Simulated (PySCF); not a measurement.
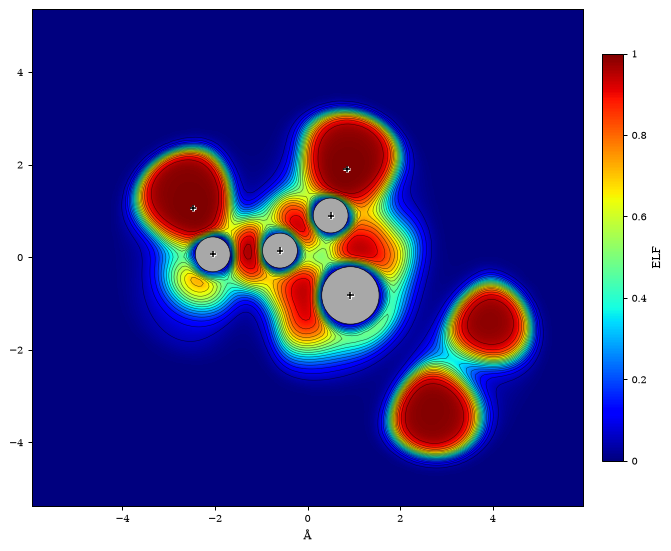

The electron localisation function on a plane through atoms (crosses mark nuclei in the plane; grey discs cover the cores).

Level of theory: PySCF, CAM-B3LYP/def2-SVPD, SCF density, gas phase.

Candidates:
A. C$_{5}$H$_{10}$P (charge +1)
B. C$_{6}$H$_{9}$N$_{2}$ (SMILES CCCc1c[n-]cn1) (charge −1)

Which candidate gave the map?

Answer. Candidate A: C$_{5}$H$_{10}$P on the plane of atoms C5, C6 and H15, which holds P, C and H. C–C (1.33 Å): the ELF peaks at about 0.90 between the atoms; a multiple bond. C–P (1.78 Å): the ELF peaks at about 0.80 between the atoms: localised, covalent bonding.
